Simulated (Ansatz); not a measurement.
# Alloy of GaAs and GaP (21 of 32 As sites exchanged), 64 atoms with displaced atoms

Wanted: forces and gap of one displaced snapshot at several levels (PBE and HSE06).

Method: density functional theory in Ansatz 0.2.0, PAW datasets, plane waves.

### Step 1. Starting point

64 atoms (32 Ga, 21 P, 11 As); a = 11.032 Å, b = 11.032 Å, c = 11.032 Å, α = 90.00°, β = 90.00°, γ = 90.00°. All atoms were shaken off their sites by about 0.03 Å along each axis.

Plan of the steps: (2) PBE single point at the single k point (¼, ¼, ¼), on 1 × NVIDIA H100 80GB HBM3 with 2 threads of AMD EPYC 7R13; (3) HSE06 single point at the single k point (¼, ¼, ¼), on 1 × NVIDIA H100 80GB HBM3 with 2 threads of AMD EPYC 7R13.

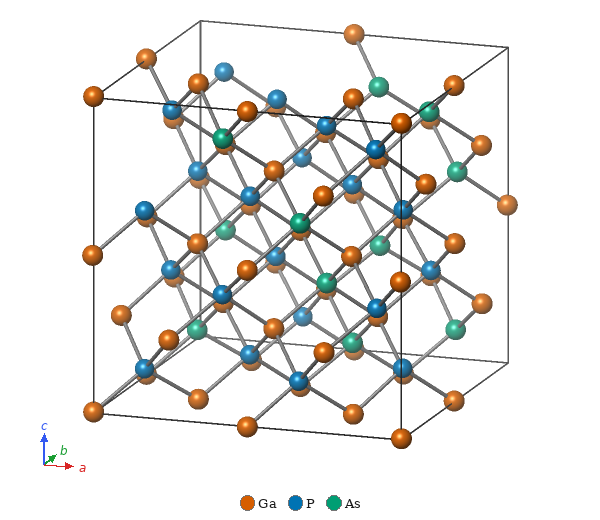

Start, viewed slightly off an axis; gallium orange, phosphorus blue, arsenic teal. Atoms on faces are repeated.

### Step 2. PBE on the given atoms

Contents of in.yaml:

```yaml
crystal:
  lattice:
    - [11.032034, 0.000000, 0.000000]
    - [0.000000, 11.032034, 0.000000]
    - [0.000000, 0.000000, 11.032034]
  atoms:
    - { symbol: Ga, position: [0.998286, 0.005528, 0.002423] }
    - { symbol: Ga, position: [0.996764, 0.000508, 0.500110] }
    - { symbol: Ga, position: [0.998319, 0.499131, 0.001390] }
    - { symbol: Ga, position: [0.999261, 0.502197, 0.499807] }
    - { symbol: Ga, position: [0.500537, 0.996893, 0.999745] }
    - { symbol: Ga, position: [0.498476, 0.002025, 0.494717] }
    - { symbol: Ga, position: [0.498269, 0.499996, 0.004574] }
    - { symbol: Ga, position: [0.498432, 0.503351, 0.498885] }
    - { symbol: Ga, position: [0.251747, 0.255019, 0.003406] }
    - { symbol: Ga, position: [0.251276, 0.249315, 0.497722] }
    - { symbol: Ga, position: [0.252208, 0.751806, 0.004493] }
    - { symbol: Ga, position: [0.248780, 0.751280, 0.497665] }
    - { symbol: Ga, position: [0.756333, 0.251901, 0.999322] }
    - { symbol: Ga, position: [0.751898, 0.248416, 0.500217] }
    - { symbol: Ga, position: [0.745631, 0.752159, 0.003743] }
    - { symbol: Ga, position: [0.744659, 0.747070, 0.497974] }
    - { symbol: Ga, position: [0.243853, 0.001267, 0.252104] }
    - { symbol: Ga, position: [0.246342, 0.995491, 0.749292] }
    - { symbol: Ga, position: [0.248363, 0.498756, 0.249998] }
    - { symbol: Ga, position: [0.253745, 0.502079, 0.750671] }
    - { symbol: Ga, position: [0.748900, 0.999263, 0.255784] }
    - { symbol: Ga, position: [0.746661, 0.998805, 0.751823] }
    - { symbol: Ga, position: [0.749771, 0.499198, 0.247849] }
    - { symbol: Ga, position: [0.752238, 0.500403, 0.748561] }
    - { symbol: Ga, position: [0.004007, 0.247413, 0.250140] }
    - { symbol: Ga, position: [0.992577, 0.251717, 0.748666] }
    - { symbol: Ga, position: [0.002403, 0.748305, 0.249321] }
    - { symbol: Ga, position: [0.999131, 0.752260, 0.750061] }
    - { symbol: Ga, position: [0.499495, 0.247583, 0.250063] }
    - { symbol: Ga, position: [0.501367, 0.245963, 0.750406] }
    - { symbol: Ga, position: [0.496046, 0.750188, 0.251385] }
    - { symbol: Ga, position: [0.492787, 0.751647, 0.747765] }
    - { symbol: P, position: [0.122152, 0.124965, 0.120830] }
    - { symbol: P, position: [0.123532, 0.122054, 0.622721] }
    - { symbol: P, position: [0.122837, 0.621224, 0.626314] }
    - { symbol: P, position: [0.624578, 0.120609, 0.124952] }
    - { symbol: P, position: [0.622194, 0.628572, 0.623970] }
    - { symbol: P, position: [0.375847, 0.378813, 0.124935] }
    - { symbol: P, position: [0.378578, 0.375405, 0.628092] }
    - { symbol: P, position: [0.374544, 0.879847, 0.122746] }
    - { symbol: P, position: [0.373404, 0.875176, 0.628198] }
    - { symbol: P, position: [0.874239, 0.373606, 0.125326] }
    - { symbol: P, position: [0.876852, 0.371498, 0.628223] }
    - { symbol: P, position: [0.373333, 0.129596, 0.376053] }
    - { symbol: P, position: [0.374681, 0.626036, 0.376270] }
    - { symbol: P, position: [0.379569, 0.623120, 0.875129] }
    - { symbol: P, position: [0.876281, 0.127395, 0.375559] }
    - { symbol: P, position: [0.873565, 0.124869, 0.879464] }
    - { symbol: P, position: [0.879284, 0.624705, 0.374561] }
    - { symbol: P, position: [0.121532, 0.373086, 0.373406] }
    - { symbol: P, position: [0.124702, 0.374989, 0.879753] }
    - { symbol: P, position: [0.121797, 0.870234, 0.879481] }
    - { symbol: P, position: [0.626580, 0.375522, 0.873242] }
    - { symbol: As, position: [0.120681, 0.621824, 0.122714] }
    - { symbol: As, position: [0.628506, 0.122469, 0.625276] }
    - { symbol: As, position: [0.625949, 0.620315, 0.124808] }
    - { symbol: As, position: [0.871781, 0.877229, 0.124279] }
    - { symbol: As, position: [0.878160, 0.874398, 0.625951] }
    - { symbol: As, position: [0.377357, 0.122537, 0.872690] }
    - { symbol: As, position: [0.873438, 0.624792, 0.877132] }
    - { symbol: As, position: [0.123184, 0.879295, 0.376196] }
    - { symbol: As, position: [0.626592, 0.376952, 0.373752] }
    - { symbol: As, position: [0.626637, 0.875360, 0.370777] }
    - { symbol: As, position: [0.623540, 0.873644, 0.873539] }
  symmetry: { detect: false }
kpoints:
  mp_grid: { grid: [1, 1, 1], shift: [0.25, 0.25, 0.25] }
hamiltonian:
  xc: pbe
scf:
  occupations: { method: fermi_dirac, width: 0.01 }
output:
  forces: true
  eigenvalues: true
  populations: true
  eigenstates: { kpoints: [[0.25, 0.25, 0.25]], e_range: [-6.0, 6.0], localisation: true }
  write_density: true
  write_potential: true
  elf: true
  volumetric_format: npy
```

Run with:

```
$ ansatz run in.yaml --threads 2 --pin off --max-ram 20900MiB --runs-dir r --events-out ev --progress --plain --backend cuda --devices 0, --max-vram 18GiB
```

### Step 3. HSE06 single point

in.yaml: that of step 2 with these lines changed.

```diff
@@ -74,3 +74,3 @@
 hamiltonian:
-  xc: pbe
+  xc: hse06
 scf:
@@ -82,5 +82 @@
   eigenstates: { kpoints: [[0.25, 0.25, 0.25]], e_range: [-6.0, 6.0], localisation: true }
-  write_density: true
-  write_potential: true
-  elf: true
-  volumetric_format: npy
```

Before running it: what results should come out? Wanted: for each run, top filled to lowest empty; force change.

As calculated:

```
level         time  top filled to lowest empty (eV)  force change (eV/Å rms)
  PBE  6.2 s (GPU)                             1.74                        0
HSE06   83 s (GPU)                             2.60                    0.022
```

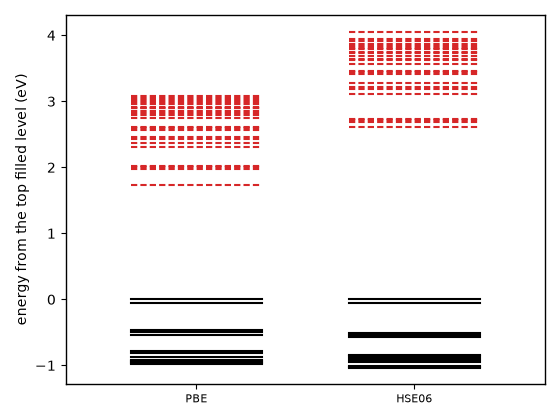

Levels near the gap by PBE, HSE06: filled black, empty red and dashed.

**What this shows.** At the same k points, PBE gives a spacing 0.87 eV smaller than the 2.60 eV of HSE06. Exact exchange costs time: HSE06 ran about 13 times as long as PBE on the same kind of device. HSE06 forces are 3 % stiffer than those of PBE by the slope, and differ by 0.02 eV/Å rms. No spin–orbit coupling is included; with elements this heavy it would shift the edges. With one k point the spacing samples only the states that fold onto it, so it can exceed the gap over the zone.
